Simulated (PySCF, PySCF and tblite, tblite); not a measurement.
# C₅H₁₀ClFSi: telling isomers apart by computed NMR

Aim: see whether computed shieldings tell isomers of C₅H₁₀ClFSi apart.

Programs: PySCF 2.14.0 with density-fitted response routines of our own, and tblite 0.8.0. All values are computed, except where a source is named. Atoms count from 0 throughout.

### 1 The starting structure

18 atoms, charge 0, multiplicity 1; geometry from: MMFF94s geometry. This is the first candidate.

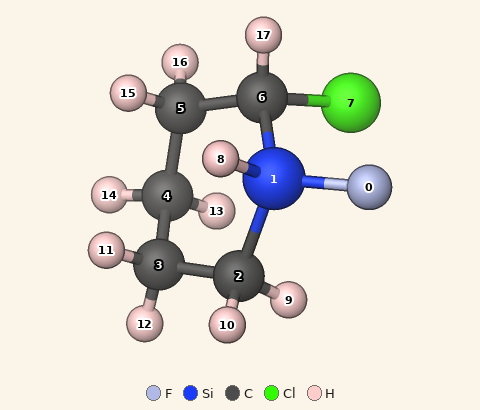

The starting geometry (fluorine light blue, silicon blue, carbon dark grey, chlorine green, hydrogen pink), atoms numbered.

### 2 GFN2-xTB relaxation, isomer A, conformer 1

What the job is given:

```
{"job": {"xc": "GFN2-xTB", "basis": "xTB", "kind": "relax"}, "charge": 0, "multiplicity": 1}
F      1.283500     2.710300     0.905100
Si     0.812400     1.546000    -0.093400
C     -1.021300     1.238600     0.089300
C     -1.471000    -0.101700    -0.503700
C     -0.718300    -1.315000     0.102100
C      0.789900    -1.306800    -0.207200
C      1.573100    -0.108000     0.376500
Cl     1.631800    -0.228200     2.173800
H      1.155700     1.895900    -1.486900
H     -1.299400     1.276200     1.153500
H     -1.582800     2.048800    -0.410200
H     -1.346700    -0.109100    -1.584000
H     -2.548300    -0.236700    -0.297400
H     -0.888800    -1.367100     1.172700
H     -1.148700    -2.219600    -0.330900
H      0.926200    -1.320900    -1.282700
H      1.232700    -2.238900     0.170200
H      2.611000    -0.157300     0.041600
```

Run with:

```sh
OMP_NUM_THREADS=1 python ens_run.py task.json out
```

The driver reads the study from task.json and runs its stages one after another.

Standard output:

```text
step      E/eV     max force
  0    -731.51490    0.820
  1    -731.54950    0.314
  2    -731.55997    0.252
  3    -731.57307    0.276
  4    -731.58589    0.299
  5    -731.59546    0.206
  6    -731.60096    0.142
  7    -731.60412    0.118
  8    -731.60632    0.105
  9    -731.60812    0.095
 10    -731.60960    0.084
 11    -731.61086    0.093
 12    -731.61203    0.091
 13    -731.61332    0.076
 14    -731.61473    0.103
 15    -731.61599    0.104
 16    -731.61694    0.079
 17    -731.61766    0.056
 18    -731.61824    0.056
 19    -731.61872    0.048
 20    -731.61912    0.060
 21    -731.61947    0.044
 22    -731.61976    0.038
 23    -731.61976    0.038
 24    -731.61988    0.028
 25    -731.62005    0.026
 26    -731.62011    0.025
 27    -731.62025    0.023
 28    -731.62032    0.021
 29    -731.62038    0.021
 30    -731.62043    0.017
 31    -731.62049    0.018
 32    -731.62053    0.013
 33    -731.62055    0.010
 34    -731.62057    0.009
 35    -731.62058    0.011
 36    -731.62060    0.010
 37    -731.62061    0.008
 38    -731.62062    0.007
 39    -731.62063    0.010
 40    -731.62065    0.013
 41    -731.62066    0.009
 42    -731.62067    0.006
 43    -731.62067    0.006
 44    -731.62068    0.009
 45    -731.62069    0.009
 46    -731.62069    0.006
 47    -731.62070    0.004
 48    -731.62070    0.004
```

Wall time 0.3 s (1 thread of Arm Neoverse V2, shared host).

The energy fell by 0.106 eV, and the atoms moved 0.07 Å (root mean square).

**GFN2-xTB relaxation, isomer A, conformer 2**

What the job is given:

```
{"job": {"xc": "GFN2-xTB", "basis": "xTB", "kind": "relax"}, "charge": 0, "multiplicity": 1}
F      2.207500     0.410600     1.440400
Si     1.722200     0.215700    -0.088800
C      0.430200     1.523900    -0.433800
C     -0.923800     1.244700     0.237300
C     -1.501200    -0.150600    -0.078600
C     -0.639900    -1.315300     0.422800
C      0.747100    -1.376100    -0.249100
Cl     1.703600    -2.725100     0.438400
H      2.889300     0.309000    -1.005900
H      0.789400     2.505500    -0.113100
H      0.266700     1.574500    -1.523400
H     -1.648100     2.000000    -0.062200
H     -0.821500     1.331900     1.344600
H     -2.488700    -0.229400     0.370400
H     -1.648200    -0.232600    -1.167400
H     -1.174700    -2.251700     0.248100
H     -0.532200    -1.224400     1.519100
H      0.613400    -1.604000    -1.310400
```

Standard output:

```text
step      E/eV     max force
  0    -731.49517    0.913
  1    -731.53653    0.375
  2    -731.54635    0.228
  3    -731.55593    0.363
  4    -731.56596    0.381
  5    -731.57500    0.238
  6    -731.58090    0.164
  7    -731.58475    0.169
  8    -731.58716    0.150
  9    -731.58905    0.105
 10    -731.59069    0.089
 11    -731.59206    0.088
 12    -731.59315    0.079
 13    -731.59411    0.098
 14    -731.59508    0.082
 15    -731.59600    0.066
 16    -731.59680    0.066
 17    -731.59759    0.078
 18    -731.59846    0.087
 19    -731.59936    0.095
 20    -731.60015    0.072
 21    -731.60073    0.058
 22    -731.60114    0.043
 23    -731.60142    0.034
 24    -731.60142    0.034
 25    -731.60151    0.026
 26    -731.60164    0.030
 27    -731.60170    0.031
 28    -731.60178    0.023
 29    -731.60183    0.016
 30    -731.60186    0.014
 31    -731.60189    0.011
 32    -731.60191    0.012
 33    -731.60192    0.009
 34    -731.60193    0.007
 35    -731.60194    0.007
 36    -731.60195    0.006
 37    -731.60196    0.008
 38    -731.60197    0.009
 39    -731.60197    0.005
 40    -731.60198    0.005
 41    -731.60198    0.006
 42    -731.60199    0.007
 43    -731.60199    0.005
 44    -731.60200    0.005
 45    -731.60200    0.005
 46    -731.60200    0.007
 47    -731.60201    0.007
 48    -731.60201    0.004
 49    -731.60201    0.004
```

Wall time 0.33 s (1 thread of Arm Neoverse V2, shared host).

The energy fell by 0.107 eV, and the atoms moved 0.08 Å (root mean square).

### 3 Shieldings, isomer A, conformer 1: mPW1PW91/pcSseg-1 in acetone

What the job is given:

```
{"job": {"xc": "mPW1PW91", "basis": "pcSseg-1", "solvent": "acetone", "kind": "nmr", "pop": true}, "charge": 0, "multiplicity": 1}
F      1.320624     2.700397     0.845884
Si     0.784783     1.529874    -0.125535
C     -1.067626     1.237151     0.094079
C     -1.465493    -0.114555    -0.504929
C     -0.699319    -1.279942     0.117878
C      0.788338    -1.300936    -0.232196
C      1.568050    -0.139118     0.368015
Cl     1.553798    -0.271144     2.163984
H      1.214290     1.934951    -1.458072
H     -1.319745     1.240686     1.157019
H     -1.659520     2.027614    -0.368208
H     -1.289479    -0.102399    -1.583263
H     -2.534998    -0.276314    -0.348951
H     -0.805396    -1.242547     1.203596
H     -1.144648    -2.216500    -0.225785
H      0.909115    -1.254475    -1.318077
H      1.218502    -2.244614     0.112632
H      2.619966    -0.221812     0.090270
```

Standard output:

```text
coarse grid: 15968 points
cycle   1  E = -1045.9492328486  dE =  7.988e-01  |g| = 6.282e-01  |ddm| = 3.790e+00
cycle   2  E = -1045.9040930567  dE =  4.514e-02  |g| = 8.542e-01  |ddm| = 1.135e+00
cycle   3  E = -1046.0250809552  dE = -1.210e-01  |g| = 7.309e-02  |ddm| = 6.599e-01
cycle   4  E = -1046.0259198152  dE = -8.389e-04  |g| = 3.185e-02  |ddm| = 8.293e-02
cycle   5  E = -1046.0261280269  dE = -2.082e-04  |g| = 7.087e-03  |ddm| = 3.032e-02
cycle   6  E = -1046.0261394409  dE = -1.141e-05  |g| = 1.635e-03  |ddm| = 9.014e-03
cycle   7  E = -1046.0261399690  dE = -5.280e-07  |g| = 4.501e-04  |ddm| = 2.017e-03
final grid: 145040 points
cycle   8  E = -1046.0779076674  dE = -5.065e-05  |g| = 5.958e-03  |ddm| = 2.765e-02
cycle   9  E = -1046.0779044703  dE =  3.197e-06  |g| = 6.797e-03  |ddm| = 1.091e-02
cycle  10  E = -1046.0779160931  dE = -1.162e-05  |g| = 6.953e-04  |ddm| = 6.042e-03
cycle  11  E = -1046.0779161773  dE = -8.417e-08  |g| = 2.359e-04  |ddm| = 8.521e-04
cycle  12  E = -1046.0779161875  dE = -1.020e-08  |g| = 6.992e-05  |ddm| = 2.248e-04
cycle  13  E = -1046.0779161883  dE = -8.663e-10  |g| = 1.518e-05  |ddm| = 6.400e-05
converged SCF energy = -1046.0779161883

GIAO shielding tensors (ppm)
atom      isotropic    diamagn.    paramagn.     s11        s22        s33       span
  0 F      377.817     466.420     -88.603    356.813    379.515    397.124     40.312
  1 Si     340.689     876.337    -535.648    290.351    344.416    387.299     96.948
  2 C      172.448     253.274     -80.825    161.142    164.722    191.481     30.339
  3 C      159.892     247.526     -87.633    150.619    152.063    176.996     26.377
  4 C      161.054     247.786     -86.733    152.472    158.573    172.116     19.644
  5 C      148.946     247.449     -98.503    141.704    149.641    155.494     13.790
  6 C      132.791     253.192    -120.401    101.705    128.260    168.409     66.703
  7 Cl     884.657    1147.773    -263.116    718.900    855.834   1079.238    360.338
  8 H       26.624      28.665      -2.041     23.016     24.744     32.112      9.096
  9 H       30.482      30.441       0.041     27.606     28.524     35.316      7.711
 10 H       30.472      28.943       1.529     25.223     27.941     38.253     13.030
 11 H       30.476      30.906      -0.430     26.522     28.692     36.214      9.692
 12 H       29.707      29.577       0.131     23.705     28.031     37.385     13.680
 13 H       29.928      30.920      -0.991     26.028     30.570     33.187      7.159
 14 H       30.264      29.968       0.296     24.540     28.361     37.893     13.353
 15 H       29.888      30.696      -0.808     26.152     27.470     36.043      9.891
 16 H       29.472      29.974      -0.502     24.047     27.981     36.388     12.340
 17 H       27.653      29.799      -2.147     22.241     26.475     34.242     12.000
```

Wall time 27 s (1 thread of Arm Neoverse V2, shared host); peak memory 1.1 GiB.

In short: HOMO -7.79 eV, LUMO 0.30 eV; dipole 4.25 D.

### 4 Single-point energy, isomer A, conformer 1: B3LYP/def2-SVP in acetone

The job, as its differences from that of step 3:

```diff
@@ -1,2 +1,2 @@
-{"job": {"xc": "mPW1PW91", "basis": "pcSseg-1", "solvent": "acetone", "kind": "nmr", "pop": true}, "charge": 0, "multiplicity": 1}
+{"job": {"xc": "B3LYP", "basis": "def2-SVP", "solvent": "acetone", "kind": "sp"}, "charge": 0, "multiplicity": 1}
 F      1.320624     2.700397     0.845884
```

Standard output:

```text
coarse grid: 15968 points
cycle   1  E = -1045.5171978962  dE =  7.151e-01  |g| = 6.692e-01  |ddm| = 4.321e+00
cycle   2  E = -1045.4428863687  dE =  7.431e-02  |g| = 9.538e-01  |ddm| = 1.677e+00
cycle   3  E = -1045.6086764493  dE = -1.658e-01  |g| = 8.617e-02  |ddm| = 1.002e+00
cycle   4  E = -1045.6099626912  dE = -1.286e-03  |g| = 3.451e-02  |ddm| = 1.226e-01
cycle   5  E = -1045.6102264189  dE = -2.637e-04  |g| = 8.808e-03  |ddm| = 4.126e-02
cycle   6  E = -1045.6102454976  dE = -1.908e-05  |g| = 1.757e-03  |ddm| = 1.422e-02
cycle   7  E = -1045.6102462666  dE = -7.690e-07  |g| = 5.914e-04  |ddm| = 2.798e-03
final grid: 145040 points
cycle   8  E = -1045.7441121340  dE = -4.483e-05  |g| = 5.624e-03  |ddm| = 3.817e-02
cycle   9  E = -1045.7441051349  dE =  6.999e-06  |g| = 7.769e-03  |ddm| = 1.357e-02
cycle  10  E = -1045.7441203380  dE = -1.520e-05  |g| = 6.003e-04  |ddm| = 8.146e-03
cycle  11  E = -1045.7441204013  dE = -6.330e-08  |g| = 2.247e-04  |ddm| = 8.368e-04
cycle  12  E = -1045.7441204115  dE = -1.021e-08  |g| = 3.635e-05  |ddm| = 2.373e-04
cycle  13  E = -1045.7441204119  dE = -3.060e-10  |g| = 6.808e-06  |ddm| = 5.466e-05
converged SCF energy = -1045.7441204119
```

Run time: 10 s. Hardware: 1 thread of Arm Neoverse V2, shared host; peak memory 0.68 GiB.

This run: HOMO -7.33 eV, LUMO 0.49 eV; dipole 3.61 D.

### 5 Shieldings, isomer A, conformer 2: mPW1PW91/pcSseg-1 in acetone

What the job is given:

```
{"job": {"xc": "mPW1PW91", "basis": "pcSseg-1", "solvent": "acetone", "kind": "nmr", "pop": false}, "charge": 0, "multiplicity": 1}
F      2.165390     0.390465     1.420987
Si     1.700005     0.234940    -0.116689
C      0.392420     1.563321    -0.462006
C     -0.918718     1.232675     0.259999
C     -1.466833    -0.146153    -0.106149
C     -0.624628    -1.299279     0.443705
C      0.718288    -1.394486    -0.268904
Cl     1.668118    -2.761029     0.412444
H      2.925462     0.260337    -0.893004
H      0.742123     2.544013    -0.138777
H      0.198482     1.640308    -1.532336
H     -1.666549     1.988690     0.007074
H     -0.758503     1.277220     1.339302
H     -2.477800    -0.238986     0.296524
H     -1.534268    -0.233552    -1.193603
H     -1.169761    -2.238902     0.321544
H     -0.456907    -1.150325     1.512618
H      0.554920    -1.662941    -1.314385
```

Standard output:

```text
coarse grid: 15968 points
cycle   1  E = -1045.9490974837  dE =  7.839e-01  |g| = 6.295e-01  |ddm| = 3.798e+00
cycle   2  E = -1045.9012408465  dE =  4.786e-02  |g| = 8.640e-01  |ddm| = 1.171e+00
cycle   3  E = -1046.0252504768  dE = -1.240e-01  |g| = 7.355e-02  |ddm| = 6.879e-01
cycle   4  E = -1046.0261207252  dE = -8.702e-04  |g| = 3.034e-02  |ddm| = 8.478e-02
cycle   5  E = -1046.0263049374  dE = -1.842e-04  |g| = 7.495e-03  |ddm| = 2.872e-02
cycle   6  E = -1046.0263179112  dE = -1.297e-05  |g| = 1.769e-03  |ddm| = 9.472e-03
cycle   7  E = -1046.0263185263  dE = -6.150e-07  |g| = 3.956e-04  |ddm| = 1.987e-03
final grid: 145040 points
cycle   8  E = -1046.0786510090  dE = -5.075e-05  |g| = 6.104e-03  |ddm| = 2.786e-02
cycle   9  E = -1046.0786473527  dE =  3.656e-06  |g| = 7.067e-03  |ddm| = 1.154e-02
cycle  10  E = -1046.0786600981  dE = -1.275e-05  |g| = 7.231e-04  |ddm| = 6.294e-03
cycle  11  E = -1046.0786601912  dE = -9.307e-08  |g| = 2.307e-04  |ddm| = 8.977e-04
cycle  12  E = -1046.0786602015  dE = -1.024e-08  |g| = 7.421e-05  |ddm| = 2.346e-04
cycle  13  E = -1046.0786602025  dE = -1.038e-09  |g| = 1.680e-05  |ddm| = 7.012e-05
cycle  14  E = -1046.0786602025  dE = -6.048e-11  |g| = 2.641e-06  |ddm| = 1.855e-05
converged SCF energy = -1046.0786602025

GIAO shielding tensors (ppm)
atom      isotropic    diamagn.    paramagn.     s11        s22        s33       span
  0 F      395.041     469.142     -74.100    377.010    390.695    417.418     40.408
  1 Si     336.741     877.168    -540.427    291.322    340.086    378.816     87.494
  2 C      168.018     253.939     -85.921    160.412    168.119    175.524     15.112
  3 C      160.095     247.818     -87.723    150.073    157.284    172.928     22.855
  4 C      154.715     248.143     -93.427    149.493    152.569    162.084     12.591
  5 C      146.581     247.994    -101.413    127.706    139.874    172.164     44.458
  6 C      134.005     252.171    -118.166    102.510    129.017    170.487     67.977
  7 Cl     854.618    1145.883    -291.265    643.601    823.487   1096.768    453.167
  8 H       26.715      27.761      -1.046     23.589     24.071     32.485      8.896
  9 H       30.405      29.263       1.143     25.728     27.631     37.858     12.130
 10 H       31.028      30.945       0.083     27.187     28.561     37.335     10.148
 11 H       29.690      30.015      -0.325     23.843     28.005     37.221     13.378
 12 H       30.234      31.355      -1.121     27.301     28.220     35.182      7.881
 13 H       29.780      30.179      -0.400     23.971     28.242     37.125     13.153
 14 H       30.488      31.766      -1.278     26.789     29.134     35.541      8.753
 15 H       29.301      30.326      -1.025     23.653     29.399     34.851     11.198
 16 H       29.881      31.186      -1.305     26.980     29.544     33.119      6.140
 17 H       28.273      30.578      -2.305     22.527     29.555     32.737     10.211
```

It took 26 s on 1 thread of Arm Neoverse V2, shared host; peak memory 1.1 GiB.

Key values: HOMO -7.78 eV, LUMO 0.46 eV; dipole 4.64 D.

### 6 Single-point energy, isomer A, conformer 2: B3LYP/def2-SVP in acetone

The job, as its differences from that of step 5:

```diff
@@ -1,2 +1,2 @@
-{"job": {"xc": "mPW1PW91", "basis": "pcSseg-1", "solvent": "acetone", "kind": "nmr", "pop": false}, "charge": 0, "multiplicity": 1}
+{"job": {"xc": "B3LYP", "basis": "def2-SVP", "solvent": "acetone", "kind": "sp"}, "charge": 0, "multiplicity": 1}
 F      2.165390     0.390465     1.420987
```

Standard output:

```text
coarse grid: 15968 points
cycle   1  E = -1045.5167042491  dE =  7.010e-01  |g| = 6.708e-01  |ddm| = 4.307e+00
cycle   2  E = -1045.4381013288  dE =  7.860e-02  |g| = 9.658e-01  |ddm| = 1.684e+00
cycle   3  E = -1045.6086370084  dE = -1.705e-01  |g| = 8.640e-02  |ddm| = 1.001e+00
cycle   4  E = -1045.6099483147  dE = -1.311e-03  |g| = 3.286e-02  |ddm| = 1.259e-01
cycle   5  E = -1045.6101825332  dE = -2.342e-04  |g| = 9.540e-03  |ddm| = 3.957e-02
cycle   6  E = -1045.6102052250  dE = -2.269e-05  |g| = 1.752e-03  |ddm| = 1.516e-02
cycle   7  E = -1045.6102059712  dE = -7.462e-07  |g| = 5.775e-04  |ddm| = 2.782e-03
final grid: 145040 points
cycle   8  E = -1045.7446881487  dE = -4.396e-05  |g| = 6.055e-03  |ddm| = 3.921e-02
cycle   9  E = -1045.7446799432  dE =  8.205e-06  |g| = 8.385e-03  |ddm| = 1.486e-02
cycle  10  E = -1045.7446975562  dE = -1.761e-05  |g| = 6.112e-04  |ddm| = 8.896e-03
cycle  11  E = -1045.7446976239  dE = -6.768e-08  |g| = 2.376e-04  |ddm| = 8.395e-04
cycle  12  E = -1045.7446976359  dE = -1.203e-08  |g| = 3.513e-05  |ddm| = 2.525e-04
cycle  13  E = -1045.7446976362  dE = -2.785e-10  |g| = 8.099e-06  |ddm| = 5.253e-05
converged SCF energy = -1045.7446976362
```

It took 10 s on 1 thread of Arm Neoverse V2, shared host; peak memory 0.68 GiB.

In short: HOMO -7.28 eV, LUMO 0.66 eV; dipole 4.09 D.

### 7 Averages, isomer A: properties at mPW1PW91/pcSseg-1 in acetone

What the job is given:

```
{"job": {"study": "conf", "smiles": "F[Si@@H]1CCCC[C@@H]1Cl", "search": {"seed": 4497, "n_embed": 60, "ff_keep": 14, "window": 2.5, "nmax": 6, "temps": [250, 298.15, 350], "t_ref": 298.15, "order": 0.001}, "level": {"nmr": {"xc": "mPW1PW91", "basis": "pcSseg-1", "solvent": "acetone"}, "sp": {"xc": "B3LYP", "basis": "def2-SVP", "solvent": "acetone"}}, "kind": "conf"}, "charge": 0, "multiplicity": 1}
F      1.320624     2.700397     0.845884
Si     0.784783     1.529874    -0.125535
C     -1.067626     1.237151     0.094079
C     -1.465493    -0.114555    -0.504929
C     -0.699319    -1.279942     0.117878
C      0.788338    -1.300936    -0.232196
C      1.568050    -0.139118     0.368015
Cl     1.553798    -0.271144     2.163984
H      1.214290     1.934951    -1.458072
H     -1.319745     1.240686     1.157019
H     -1.659520     2.027614    -0.368208
H     -1.289479    -0.102399    -1.583263
H     -2.534998    -0.276314    -0.348951
H     -0.805396    -1.242547     1.203596
H     -1.144648    -2.216500    -0.225785
H      0.909115    -1.254475    -1.318077
H      1.218502    -2.244614     0.112632
H      2.619966    -0.221812     0.090270
```

Standard output:

```text
conformer  sym    E(xTB)   E(DFT)   G(298.15 K)  weight  dipole/D
    1     C1      0.000    0.000    0.000   0.5671    3.614
    2     C1      0.431    0.219    0.160   0.4329    4.094

mean shielding (ppm) by class
class atoms           250 K   298.15 K      350 K
  0 F  0            384.903    385.273    385.567
  1 Si 1            339.065     338.98    338.913
  2 C  2            170.626    170.531    170.455
  3 C  3            159.976     159.98    159.984
  4 C  4            158.446     158.31    158.202
  5 C  5            147.974    147.923    147.882
  6 C  6             133.29    133.317    133.337
  7 Cl 7              872.3    871.655    871.142
  8 H  8             26.661     26.663     26.665
  9 H  9              30.45     30.449     30.447
 10 H  10            30.701     30.713     30.722
 11 H  11            30.153     30.136     30.122
 12 H  12            29.924     29.935     29.944
 13 H  13            29.867     29.864     29.861
 14 H  14            30.356     30.361     30.365
 15 H  15            29.647     29.634     29.624
 16 H  16             29.64     29.649     29.656
 17 H  17            27.908     27.921     27.932
```

Run time: 76 s. Hardware: 1 thread of Arm Neoverse V2, shared host. This counts the runs that the step sums up.

The search (ETKDG and KDG, MMFF94s, GFN2-xTB) embedded 60 structures, kept 4 distinct ones after the force field and 3 after xTB; 2 were carried on (window 2.5 kcal/mol at the search's own energies). Energies: B3LYP/def2-SVP in acetone with D3(BJ).

The conformers at 298 K:

```csv
no.,group,mirror pair,ΔE xTB,ΔE DFT,ΔG,weight (%),μ (D),"A, B, C (GHz)"
1,C1,no,0.00,0.00,0.00,56.7,3.61,"1.58, 1.46, 0.94"
2,C1,no,0.43,0.22,0.16,43.3,4.09,"1.98, 1.17, 0.85"
```

Energies in kcal/mol. ΔG holds xTB vibrations and rotation, symmetry numbers and mirror pairs.

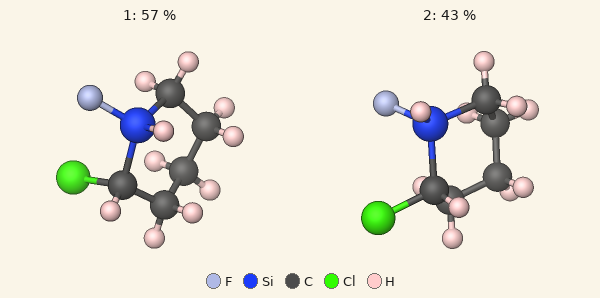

Conformers, most populated first.

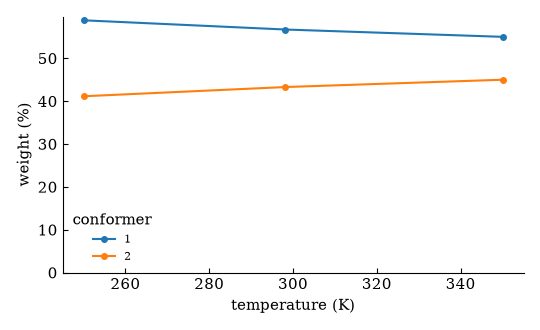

Weights against temperature.

Other ways of weighting, at the same temperature:

```csv
scheme,1,2,mean μ (D)
DFT free energy,57,43,3.82
"DFT energy, symmetry counted",59,41,3.81
DFT energy alone,59,41,3.81
"xTB energy, symmetry counted",67,33,3.77
xTB free energy,65,35,3.78
lowest conformer only,100,0,3.61
equal weights,50,50,3.85
conformers found from three starts alone,0,100,4.09
```

Shifts against references run at the same level (¹³C TMS 187.0, ²⁹Si TMS 347.7, ¹H TMS 31.74 ppm of shielding), by class of atoms, at 298 K:

```csv
atoms,environment,no. 1,no. 2,average
C6,sp3 CH bonded to Cl and Si,54.2,53.0,53.6
C5,sp3 CH2 in a ring,38.0,40.4,39.0
C4,sp3 CH2 in a ring,25.9,32.2,28.6
C3,sp3 CH2 in a ring,27.1,26.9,27.0
C2,sp3 CH2 bonded to Si,14.5,18.9,16.4
H8,"hydrogen on a silicon bonded to 2 C, F, in a 6-membered ring",5.12,5.03,5.08
H17,hydrogen on an sp3 CH bonded to Cl and Si,4.09,3.47,3.82
H15,hydrogen on an sp3 CH2 in a ring,1.85,2.44,2.11
H16,hydrogen on an sp3 CH2 in a ring,2.27,1.86,2.09
H13,hydrogen on an sp3 CH2 in a ring,1.81,1.96,1.88
H12,hydrogen on an sp3 CH2 in a ring,2.03,1.51,1.81
H11,hydrogen on an sp3 CH2 in a ring,1.27,2.05,1.61
H14,hydrogen on an sp3 CH2 in a ring,1.48,1.25,1.38
H9,hydrogen on an sp3 CH2 bonded to Si,1.26,1.34,1.29
H10,hydrogen on an sp3 CH2 bonded to Si,1.27,0.71,1.03
F0,fluorine bonded to Si,377.8 (σ),395.0 (σ),385.3 (σ)
Si1,"silicon bonded to 2 C, F, H, in a 6-membered ring",7.0,10.9,8.7
Cl7,chlorine bonded to C,885 (σ),855 (σ),872 (σ)
```

Effective distances for nuclear Overhauser effects, ⟨r⁻⁶⟩^(−1/6) over all pairs of two classes (Å): H9···H10 1.75; H11···H12 1.76; H13···H14 1.76; H15···H16 1.77; H15···H17 2.45; H9···H12 2.46; H10···H11 2.46; H11···H14 2.52.

(Part 1 of 3 ends here.)
